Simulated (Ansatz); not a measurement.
# AlInCu2Se2S2: complex band structure

A new crystal, AlInCu2Se2S2: structure, gap and complex bands. It is built by putting In for part of the Al in the AlCuSeS structure of space group I2_12_12_1, with the volume rescaled by atomic radii. The parent structure comes from the Materials Project.

Method: r2SCAN DFT, plane waves, PAW files, in the first sound run; inputs show where later runs differ, in Ansatz 0.2.0.

The structure was built from a prototype and need not be the compound's stable phase.

## 1. The structure

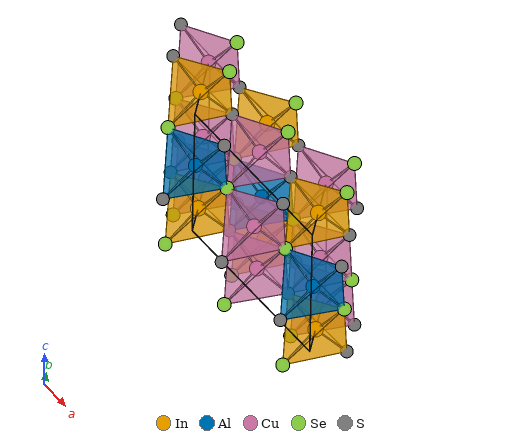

The cell as given, slightly off an axis (indium orange, aluminium blue, copper pink, selenium green, sulfur grey). This picture shows the conventional cell, with its axes. Some periodic images of atoms are drawn too.

Coordinates:

```cif
data_structure
_symmetry_space_group_name_H-M 'C2'
_symmetry_Int_Tables_number 5
_cell_length_a 7.8572
_cell_length_b 11.0178
_cell_length_c 5.5485
_cell_angle_alpha 90.000
_cell_angle_beta 134.924
_cell_angle_gamma 90.000
_cell_volume 340.09
loop_
_atom_site_label
_atom_site_type_symbol
_atom_site_symmetry_multiplicity
_atom_site_Wyckoff_symbol
_atom_site_fract_x
_atom_site_fract_y
_atom_site_fract_z
_atom_site_occupancy
In1 In 2 a 0.00000 0.38092 0.00000 1
Al1 Al 2 b 0.50000 0.61908 0.50000 1
Cu1 Cu 2 a 0.50000 0.38720 0.00000 1
Cu2 Cu 2 b 0.00000 0.61280 0.50000 1
Se1 Se 4 c 0.24902 0.75000 0.49902 1
S1 S 4 c 0.25000 0.50000 0.01019 1
```

## 2. Cell and atoms at rest

The substituted atoms don't fit the parent's cell, so cell and atoms relax together. A small smearing keeps the run stable in case the gap closes on the way.

Input file input.yaml:

```yaml
crystal:
  lattice:
    - [-2.7742730061, 2.781596617, 5.5088910667]
    - [2.7742730061, -2.781596617, 5.5088910667]
    - [2.7742730061, 2.781596617, -5.5088910667]
  atoms:
    - { symbol: In, position: [0.38092, 0.13092, 0.25] }
    - { symbol: Al, position: [0.11908, 0.36908, 0.75] }
    - { symbol: Cu, position: [0.887198, 0.637198, 0.25] }
    - { symbol: Cu, position: [0.612802, 0.862802, 0.75] }
    - { symbol: Se, position: [0.9990245, 0.75, 0.7490245] }
    - { symbol: Se, position: [0.5009755, 0.25, 0.7509755] }
    - { symbol: S, position: [0.75, 0.0101925, 0.2601925] }
    - { symbol: S, position: [0.25, 0.4898075, 0.2398075] }
kpoints:
  mp_grid: { grid: [6, 6, 6] }
scf:
  occupations: { method: gaussian, width: 0.03 }
hamiltonian:
  xc: r2scan
output:
  forces: true
  stress: true
relax:
  f_tol: 0.02
  max_steps: 60
  cell: {}
```

Launch:

```
> ansatz run input.yaml --threads 2 --pin off --max-ram 4096MiB --backend cpu --events-out ev --progress --plain --runs-dir out
```

Numbers of over 12 decimals in the logs are rounded to 6 here.

The log of the run:

```text
Engine: ansatz 0.2.0, x86_64-unknown-linux-gnu
Pseudopotentials: kind: paw
Pseudopotential: In, paw, valence charge 13, recommended cutoff 500 eV (meta_gga), In.paw.azcp
Pseudopotential: Al, paw, valence charge 3, recommended cutoff 500 eV (meta_gga), Al.paw.azcp
Pseudopotential: Cu, paw, valence charge 19, recommended cutoff 500 eV (meta_gga), Cu.paw.azcp
Pseudopotential: Se, paw, valence charge 16, recommended cutoff 500 eV (meta_gga), Se.paw.azcp
Pseudopotential: S, paw, valence charge 6, recommended cutoff 500 eV (meta_gga), S.paw.azcp
Functional definition: r2SCAN
  parameter k0 = 0.174
  parameter k1 = 0.065
  parameter a1 = 4.9479
  exchange = r2scan_x(k0 = k0, k1 = k1, a1 = a1)
  correlation = r2scan_c
Crystal: 8 atoms, lattice volume = 170.046 Å³
Basis set: ecut = 500 eV, 4333 PW (Γ), exchange–correlation on 200×200×200 points (64 copies of the dense FFT grid, shifted against one another)
Bands: 59, of which v1, the nominal top of the filled ones, is band 49 counted from 1 (48 counted from 0)
Symmetry: 2 space group operations
Space group: C2 (ITA 5), of the structure as read, at distance tolerance 5.5e-5 Å
k-points: 68 of 216 (time reversal used)
Non-local potential: In, projectors of the file, l = 0: 2, l = 1: 2, l = 2: 2, l = 3: 2
Non-local potential: Al, projectors of the file, l = 0: 2, l = 1: 2, l = 2: 1
Non-local potential: Cu, projectors of the file, l = 0: 3, l = 1: 2, l = 2: 3, l = 3: 1
Non-local potential: Se, projectors of the file, l = 0: 2, l = 1: 2, l = 2: 3, l = 3: 1
Non-local potential: S, projectors of the file, l = 0: 2, l = 1: 2, l = 2: 2
PAW form: soft (Blöchl's): semilocal exchange-correlation on the pseudo side does not see the compensation charge
PAW frozen core: In, regenerated for the run's functional (the file was generated under x = pbe(κ = 0.804, μ = 0.219515), c = pbe(β = 0.066725))
PAW frozen core: Al, regenerated for the run's functional (the file was generated under x = pbe(κ = 0.804, μ = 0.219515), c = pbe(β = 0.066725))
PAW frozen core: Cu, regenerated for the run's functional (the file was generated under x = pbe(κ = 0.804, μ = 0.219515), c = pbe(β = 0.066725))
PAW frozen core: Se, regenerated for the run's functional (the file was generated under x = pbe(κ = 0.804, μ = 0.219515), c = pbe(β = 0.066725))
PAW frozen core: S, regenerated for the run's functional (the file was generated under x = pbe(κ = 0.804, μ = 0.219515), c = pbe(β = 0.066725))
PAW one-centre angular grid: In, 590 points (default); XC on 289 of its mesh's 2783 points in the sphere
PAW one-centre angular grid: Al, 302 points (default); XC on 160 Gauss nodes
PAW one-centre angular grid: Cu, 590 points (default); XC on 160 Gauss nodes
PAW one-centre angular grid: Se, 590 points (default); XC on 160 Gauss nodes
PAW one-centre angular grid: S, 302 points (default); XC on 160 Gauss nodes
Initial density: superposition of atomic densities (neutral atoms: chi_scale 0, normalization atom), corrected by the library's trained network
Initial wavefunctions: pseudopotential atomic-orbital guess
Functional: x = r2scan, c = r2scan; τ floored in thin density (d = 2e-4 eV/Å³)
SCF iter   1: F=—  HF=-32187.738455 eV  |F-HF|=—  |Δ(HF+E_count)|=         —  Δρ=2.10e-2  dr2=5.05e-1  dr2_τ=3.89e-2  ethr=1.77e-3  ⟨swp⟩=6.8  Hψ=15814  notcnv=0  defer=22
preconditioner: auto → Resta (q_TF=auto, 2.489 Å⁻¹)  ε∞=5.1  [insulator: Δε(μ)=1.427 eV  Ē_g=11.107 eV  σ=0.030 eV  W_gap=1.00  n_scr=36 (ndim 8)  ℏωp=22.4 eV  f_vac=0.054  D(μ)=0.00/eV (n_scr^D=0)  ε∞_Penn≈5.1]
SCF iter   2: F=—  HF=-32187.791064 eV  |F-HF|=—  |Δ(HF+E_count)|=   5.26e-2  Δρ=1.47e-2  dr2=2.12e-1  dr2_τ=3.51e-3  ethr=5.16e-4  ⟨swp⟩=2.0  Hψ=8344  notcnv=0  defer=294
SCF iter   3: F=—  HF=-32187.723779 eV  |F-HF|=—  |Δ(HF+E_count)|=   6.73e-2  Δρ=5.15e-3  dr2=3.60e-2  dr2_τ=2.44e-4  ethr=2.17e-4  ⟨swp⟩=2.0  Hψ=7412  notcnv=0  defer=226
automatic band count: iteration 3 solves 58 bands in place of 59: the levels show a gap, and the empty bands left out lie too high to hold charge; the band table lists the bands solved (type scf.n_extra_bands for more)
SCF iter   4: F=—  HF=-32187.718113 eV  |F-HF|=—  |Δ(HF+E_count)|=   5.67e-3  Δρ=7.64e-4  dr2=8.84e-4  dr2_τ=3.75e-5  ethr=3.67e-5  ⟨swp⟩=2.1  Hψ=5516  notcnv=0  defer=230
SCF iter   5: F=—  HF=-32187.718333 eV  |F-HF|=—  |Δ(HF+E_count)|=   2.20e-4  Δρ=5.07e-4  dr2=3.30e-4  dr2_τ=5.39e-6  ethr=9.02e-7  ⟨swp⟩=2.0  Hψ=5313  notcnv=0  defer=162
automatic band count: iteration 5 solves 57 bands in place of 58: the levels show a gap, and the empty bands left out lie too high to hold charge; the band table lists the bands solved (type scf.n_extra_bands for more)
SCF iter   6: F=—  HF=-32187.718428 eV  |F-HF|=—  |Δ(HF+E_count)|=   9.52e-5  Δρ=3.54e-4  dr2=1.51e-4  dr2_τ=1.16e-6  ethr=3.37e-7  ⟨swp⟩=2.0  Hψ=5142  notcnv=0  defer=162
SCF iter   7: F=—  HF=-32187.718403 eV  |F-HF|=—  |Δ(HF+E_count)|=   2.57e-5  Δρ=1.78e-4  dr2=3.68e-5  dr2_τ=2.09e-7  ethr=1.54e-7  ⟨swp⟩=2.0  Hψ=6909  notcnv=0  defer=162
SCF iter   8: F=—  HF=-32187.718376 eV  |F-HF|=—  |Δ(HF+E_count)|=   2.67e-5  Δρ=4.48e-5  dr2=2.36e-6  dr2_τ=3.12e-8  ethr=3.75e-8  ⟨swp⟩=2.0  Hψ=4654  notcnv=0  defer=162
SCF iter   9: F=—  HF=-32187.718378 eV  |F-HF|=—  |Δ(HF+E_count)|=   2.02e-6  Δρ=9.97e-6  dr2=2.36e-7  dr2_τ=3.84e-9  ethr=2.40e-9  ⟨swp⟩=2.0  Hψ=7046  notcnv=0  defer=162
SCF iter  10: F=-32187.718378 eV  HF=-32187.718378 eV  |F-HF|=3.00e-9  |Δ(HF+E_count)|=   8.04e-8  Δρ=3.57e-6  dr2=2.03e-8  dr2_τ=3.84e-10  ethr=1.02e-10  ⟨swp⟩=4.0  Hψ=12452  notcnv=0
SCF 1 converged in 10 iterations: F = -32187.718378 eV  dr2 = 2.03e-8
  greatest PAW one-centre occupation: 1.000 electrons in one spin orbital (limit 2), on the Cu atom at site 3 (counted from 0), in its partial waves of l = 0
relax step   1: F+E_penalty+E_count = -32187.71837803 eV  Δ(F+E_penalty+E_count) = +0.000e0 eV  max|allowed force component| = 1.495e0 eV/Å  Δτ_max = 0.0000 Å  P = +2.486 GPa  Ω = 170.046 Å³  (10 SCF iters, dr2 threshold 1.00e-7 eV, accepted)
Crystal: 8 atoms, lattice volume = 173.922 Å³
Basis set: ecut = 500 eV, 4417 PW (Γ), exchange–correlation on 200×200×200 points (64 copies of the dense FFT grid, shifted against one another)
Initial density: handed on by an earlier stage of this run
Initial wavefunctions: those handed on with the density
iter 1 solved again at ethr=1.21e-4 eV; its pass at ethr=3.10e-3 eV (dr2=1.18e-1 eV) is discarded
SCF iter   1: F=—  HF=-32188.092111 eV  |F-HF|=—  |Δ(HF+E_count)|=         —  Δρ=9.20e-3  dr2=1.21e-1  dr2_τ=3.08e-1  ethr=1.21e-4  ⟨swp⟩=2.4  Hψ=17960  notcnv=0
[...]
automatic band count: iteration 1 solves 57 bands in place of 59: the levels show a gap, and the empty bands left out lie too high to hold charge; the band table lists the bands solved (type scf.n_extra_bands for more)
preconditioner: auto → Resta (q_TF=auto, 2.484 Å⁻¹)  ε∞=5.6  [insulator: Δε(μ)=0.891 eV  Ē_g=10.430 eV  σ=0.030 eV  W_gap=1.00  n_scr=36 (ndim 8)  ℏωp=22.3 eV  f_vac=0.056  D(μ)=0.00/eV (n_scr^D=0)  ε∞_Penn≈5.6]
SCF iter   2: F=—  HF=-32188.341797 eV  |F-HF|=—  |Δ(HF+E_count)|=   1.36e-2  Δρ=1.66e-3  dr2=3.15e-3  dr2_τ=4.10e-5  ethr=5.50e-6  ⟨swp⟩=2.1  Hψ=7756  notcnv=0
SCF iter   3: F=—  HF=-32188.341158 eV  |F-HF|=—  |Δ(HF+E_count)|=   6.39e-4  Δρ=8.17e-4  dr2=7.89e-4  dr2_τ=9.67e-6  ethr=3.21e-6  ⟨swp⟩=2.0  Hψ=7449  notcnv=0
SCF iter   4: F=—  HF=-32188.341116 eV  |F-HF|=—  |Δ(HF+E_count)|=   4.20e-5  Δρ=2.60e-4  dr2=9.59e-5  dr2_τ=4.54e-6  ethr=8.05e-7  ⟨swp⟩=2.0  Hψ=4980  notcnv=0
SCF iter   5: F=—  HF=-32188.341145 eV  |F-HF|=—  |Δ(HF+E_count)|=   2.88e-5  Δρ=1.28e-4  dr2=2.58e-5  dr2_τ=2.43e-7  ethr=9.79e-8  ⟨swp⟩=2.7  Hψ=6628  notcnv=0
SCF iter   6: F=—  HF=-32188.341149 eV  |F-HF|=—  |Δ(HF+E_count)|=   4.15e-6  Δρ=1.34e-4  dr2=2.19e-5  dr2_τ=1.35e-7  ethr=2.63e-8  ⟨swp⟩=2.0  Hψ=7140  notcnv=0
SCF iter   7: F=—  HF=-32188.341146 eV  |F-HF|=—  |Δ(HF+E_count)|=   2.40e-6  Δρ=4.34e-5  dr2=2.74e-6  dr2_τ=4.49e-8  ethr=2.23e-8  ⟨swp⟩=2.0  Hψ=4561  notcnv=0
SCF iter   8: F=-32188.341146 eV  HF=-32188.341146 eV  |F-HF|=1.11e-8  |Δ(HF+E_count)|=   7.56e-8  Δρ=1.70e-5  dr2=3.46e-7  dr2_τ=3.85e-9  ethr=8.16e-10  ⟨swp⟩=4.0  Hψ=12724  notcnv=0
SCF 3 converged in 8 iterations: F = -32188.341146 eV  dr2 = 3.46e-7
relax step   3: F+E_penalty+E_count = -32188.34114641 eV  Δ(F+E_penalty+E_count) = -3.606e-2 eV  max|allowed force component| = 1.700e-1 eV/Å  Δτ_max = 0.0275 Å  P = -0.501 GPa  Ω = 171.987 Å³  energy of the carried Pulay correction = -3.590e-4 eV  (8 SCF iters, dr2 threshold 8.00e-7 eV, accepted)
[...]
relax step   4: F+E_penalty+E_count = -32188.34762306 eV  Δ(F+E_penalty+E_count) = -6.477e-3 eV  max|allowed force component| = 6.588e-2 eV/Å  Δτ_max = 0.0275 Å  P = -0.025 GPa  Ω = 170.756 Å³  energy of the carried Pulay correction = -1.316e-4 eV  (8 SCF iters, dr2 threshold 8.00e-7 eV, accepted)
[...]
relax step   5: F+E_penalty+E_count = -32188.34915626 eV  Δ(F+E_penalty+E_count) = -1.533e-3 eV  max|allowed force component| = 2.264e-2 eV/Å  Δτ_max = 0.0095 Å  P = +0.008 GPa  Ω = 170.649 Å³  energy of the carried Pulay correction = -1.119e-4 eV  (7 SCF iters, dr2 threshold 2.71e-7 eV, accepted)
[...]
relax step   6: F+E_penalty+E_count = -32188.34933517 eV  Δ(F+E_penalty+E_count) = -1.789e-4 eV  max|allowed force component| = 4.198e-3 eV/Å  Δτ_max = 0.0018 Å  P = -0.003 GPa  Ω = 170.678 Å³  energy of the carried Pulay correction = -1.172e-4 eV  (7 SCF iters, dr2 threshold 3.43e-8 eV, accepted)
Initial wavefunctions: pseudopotential atomic-orbital guess (no wavefunctions were taken with the density)
iter 1 solved again at ethr=1.48e-7 eV; its pass at ethr=3.10e-3 eV (dr2=1.45e-4 eV) is discarded
SCF iter   1: F=—  HF=-32188.349465 eV  |F-HF|=—  |Δ(HF+E_count)|=         —  Δρ=6.01e-5  dr2=1.35e-7  dr2_τ=1.11e-7  ethr=1.48e-7  ⟨swp⟩=3.0  Hψ=26425  notcnv=0
preconditioner: auto → Resta (q_TF=auto, 2.487 Å⁻¹)  ε∞=5.2  [insulator: Δε(μ)=0.931 eV  Ē_g=10.886 eV  σ=0.030 eV  W_gap=1.00  n_scr=36 (ndim 8)  ℏωp=22.4 eV  f_vac=0.056  D(μ)=0.00/eV (n_scr^D=0)  ε∞_Penn≈5.2]
SCF iter   2: F=—  HF=-32188.349467 eV  |F-HF|=—  |Δ(HF+E_count)|=   1.88e-6  Δρ=3.13e-5  dr2=9.68e-8  dr2_τ=4.63e-7  ethr=1.38e-10  ⟨swp⟩=2.4  Hψ=7382  notcnv=0
SCF iter   3: F=—  HF=-32188.349474 eV  |F-HF|=—  |Δ(HF+E_count)|=   6.68e-6  Δρ=1.21e-5  dr2=6.74e-8  dr2_τ=4.32e-8  ethr=9.87e-11  ⟨swp⟩=2.0  Hψ=7344  notcnv=0
SCF iter   4: F=—  HF=-32188.349475 eV  |F-HF|=—  |Δ(HF+E_count)|=   6.75e-7  Δρ=7.11e-7  dr2=4.35e-10  dr2_τ=1.20e-10  ethr=6.88e-11  ⟨swp⟩=2.0  Hψ=7208  notcnv=0
SCF iter   5: F=—  HF=-32188.349475 eV  |F-HF|=—  |Δ(HF+E_count)|=  9.35e-10  Δρ=6.36e-7  dr2=4.36e-10  dr2_τ=3.57e-11  ethr=1.00e-12  ⟨swp⟩=5.0  Hψ=14997  notcnv=0
SCF iter   6: F=—  HF=-32188.349475 eV  |F-HF|=—  |Δ(HF+E_count)|=  3.49e-10  Δρ=7.92e-7  dr2=6.67e-10  dr2_τ=2.51e-11  ethr=1.00e-12  ⟨swp⟩=2.0  Hψ=7004  notcnv=0
SCF iter   7: F=-32188.349475 eV  HF=-32188.349475 eV  |F-HF|=1.71e-10  |Δ(HF+E_count)|=  6.18e-11  Δρ=1.77e-7  dr2=1.51e-11  dr2_τ=1.15e-11  ethr=1.00e-12  ⟨swp⟩=3.0  Hψ=15738  notcnv=0
SCF 7 converged in 7 iterations: F = -32188.349475 eV  dr2 = 1.51e-11
relax step   7: F+E_penalty+E_count = -32188.34947464 eV  Δ(F+E_penalty+E_count) = -1.395e-4 eV  max|allowed force component| = 4.229e-3 eV/Å  Δτ_max = 0.0000 Å  P = -0.003 GPa  Ω = 170.678 Å³  stress off target by 7.30e-3 GPa  SCF on the basis re-selected at this cell (its energy is not comparable with the rows above)  (7 SCF iters)
basis re-selected at this cell: Δ(F+E_penalty+E_count) = -1.395e-4 eV, ΔP = +0.000 GPa vs the last step (what re-selecting the basis moved, of the pressure what is left beyond the Pulay correction that the steps carried, after the strain that the cell walked since its last selection, with what the two solves' SCF thresholds leave and, on support functions, any second-order correction that the steps lacked; it is no m [...]
SCF converged after 7 iterations
Free energy (F): -32188.349475 eV
Harris-Foulkes:  -32188.349475 eV  (|F-HF|=1.71e-10)
Internal energy: -32188.349475 eV  (E = F + TS)
E sigma→0 (E₀):  -32188.349475 eV
Fermi energy:    8.359175 eV
--- Per-component energies (eV) ---
  E_band       = -1904.096881
  E_kinetic    = 1320.137861
  E_local      = -18981.044280  (includes V_loc(G=0)·N_el)
  E_nonlocal   = 56.322881
  E_hartree    = 8685.653546
  E_xc         = -783.023230
  E_vxc        = -783.547880  (∫ρ·V_xc dr)
  E_paw        = -13103.487363  (= ΣΔE_a)
  E_vpaw       = -932.237418  (= ΣTr[D̂ρ^β])
  E_aug_tail   = -0.000124  (compensation charges beyond the density's cutoff)
  E_vtau       = 44.964971  (kinetic-family band-sum trace: ∫τ·v_τ [+ j·A + Jᵃ·Aᵃ] dr)
  E_ewald      = -9379.462913
  E_core_change = -3.445852  (= ΣΔE_core)
  E_smearing   = -0.000000  (= −TS)
  E_closure    = 0.000000  (closes the sum)
  Σ components = -32188.349475   (vs F -32188.349475, Δ=0.00e0)
--- Forces (eV/Å), atoms counted from 1 ---
  atom   1  In     0.00000000     0.00000000     0.00070648
  atom   2  Al     0.00000000    -0.00000000    -0.00104998
  atom   3  Cu     0.00000000    -0.00000000    -0.00020813
  atom   4  Cu    -0.00000000     0.00000000    -0.00105258
  atom   5  Se     0.00156447    -0.00201077    -0.00157845
  atom   6  Se    -0.00156447     0.00201077    -0.00157845
  atom   7  S      0.00422943     0.00321189     0.00237818
  atom   8  S     -0.00422943    -0.00321189     0.00237818
  max |Σ_I F_I| component: 4.76e-6 eV/Å
--- Stress (GPa, compression-positive) ---
        0.000906       0.003089      -0.000000
        0.003103      -0.001650       0.000000
       -0.000000       0.000000      -0.007295
  P = ⅓ Tr σ = -0.0027 GPa (-0.027 kbar)
--- Relaxed structure (6 steps of the walk, 6 accepted, 1 SCFs on fresh bases) ---
  F+E_penalty+E_count = -32188.34947464 eV   max|allowed force component| = 4.229e-3 eV/Å   (the final SCF, on the basis selected at the relaxed cell)
  cell:  # Å, volume = 170.6780 Å³
    - [-2.779910, 2.784293, 5.546842]
    - [2.779910, -2.784293, 5.546842]
    - [2.762811, 2.767240, -5.546842]
  atoms:
    - { symbol: In, position: [0.377604, 0.127604, 0.25] }
    - { symbol: Al, position: [0.120110, 0.370110, 0.75] }
    - { symbol: Cu, position: [0.890883, 0.640883, 0.250000] }
    - { symbol: Cu, position: [0.612131, 0.862131, 0.75] }
    - { symbol: Se, position: [0.974184, 0.724614, 0.713524] }
    - { symbol: Se, position: [0.511090, 0.260660, 0.786476] }
    - { symbol: S, position: [0.773750, 0.00166982, 0.261421] }
    - { symbol: S, position: [0.240248, 0.512328, 0.238579] }
```

The job ended after 5.4 min (2 threads of Intel Xeon Platinum 8488C (Sapphire Rapids), shared host; peak memory 1.3 GiB; 11 min of CPU time).

Step by step:

```tsv
step	energy less that of the first step (eV)	largest force component (eV/Å)	pressure (GPa)	volume (Å³)
1	0.0000	1.4945	2.49	170.05
2	-0.5867	0.4949	-1.22	173.92
3	-0.6228	0.1700	-0.50	171.99
4	-0.6292	0.0659	-0.03	170.76
5	-0.6308	0.0226	0.01	170.65
6	-0.6310	0.0042	0.00	170.68
7*	-0.6311	0.0042	0.00	170.68
```

Relaxation steps marked * repeat the geometry before them on a plane-wave basis chosen anew for their cell, so energy and pressure can jump there.

The run keeps the 2 symmetry operations that it works with, so distortions that break them were not tested.

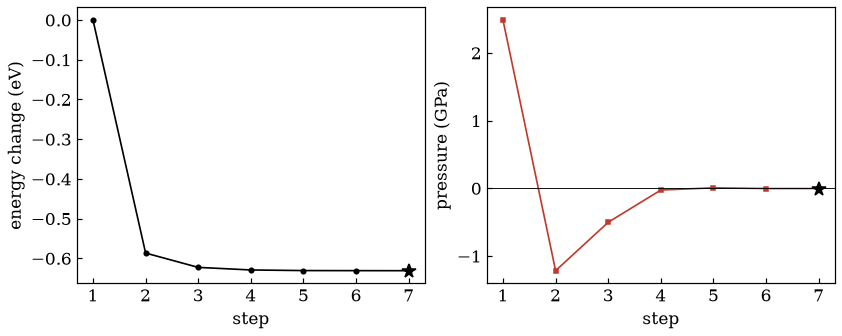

Energy and pressure along the relaxation. Stars mark steps on a basis chosen anew.

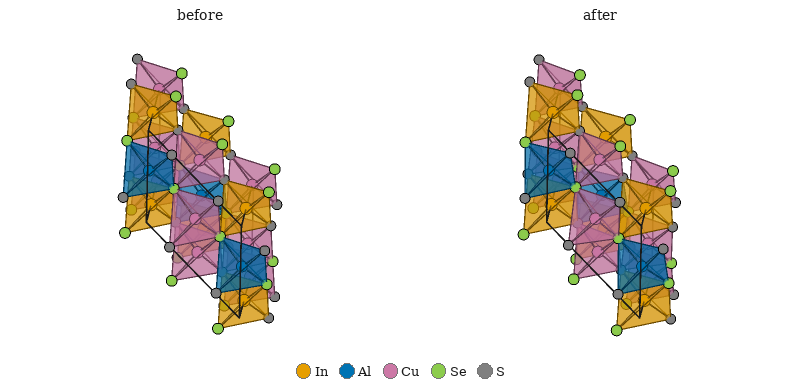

The structure before and after the relaxation, drawn at the same scale.

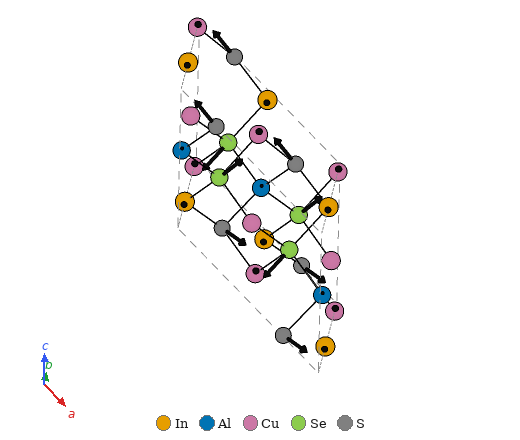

Displacements in the relaxation, exaggerated, measured against the changing cell; the longest in the cell stands for 0.16 Å. Bonds to atoms that aren't drawn are left out. Some periodic images of atoms are drawn too.

```tsv
cell as run	before	after	change
a (Å)	6.766	6.801	+0.5 %
b (Å)	6.766	6.801	+0.5 %
c (Å)	6.766	6.787	+0.3 %
α (°)	131.59	131.85	+0.2 %
β (°)	131.45	131.77	+0.2 %
γ (°)	70.99	70.70	-0.4 %
volume (Å³/atom)	21.26	21.33	+0.4 %
```

The atoms that moved most (Å, as changes of fractional coordinates times the final cell):

```tsv
atom	dx	dy	dz	length
Se6	0.100	0.097	-0.082	0.161
Se5	-0.100	-0.097	-0.082	0.161
S8	0.086	-0.093	0.078	0.149
S7	-0.086	0.093	0.078	0.149
Cu3	0.000	0.000	0.041	0.041
In1	0.000	0.000	-0.037	0.037
Al2	0.000	0.000	0.011	0.011
Cu4	0.000	0.000	-0.007	0.007
```

This step gave:

```
free energy  : -32188.3495 eV
Fermi energy : 8.359 eV
pressure     : -0.002679 GPa
```

The largest force component on a free atom ends at 0.0042 eV/Å.

(Continued in part 2 of 2.)

[Logs are printed without paths, hosts, clocks, repeated set-up lines and the standing remarks that a program may print on its own settings, such as how far it seeks lower states.]

[Hosts, paths, dates, database ids (printed as entryN), source tags and the programs' standing remarks are cut or masked in the printed files.]

[New means built here by substitution; the compound itself may be known and measured.]
